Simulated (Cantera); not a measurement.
A closed system holds: 1 mol Cu, 2.9 mol HF, 0.37 mol N2, equilibrated at 10.0 mbar.

Cantera equilibrium calculation (NASA polynomials, part measured and part estimated; ideal gas, pure solids and liquids). Candidate condensed phases: Cu, CuF2; 25 gas species. Kinetics and transport are ignored.

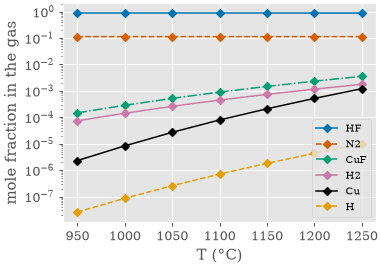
Figure: Equilibrium gas composition (values under 1e-9 drawn at 1e-9)

Read off the mole fractions at 1200 °C.

HF about 0.88, N2 about 0.11, CuF about 0.0023, H2 about 0.0012, Cu about 0.00052, H about 4.3e-6.
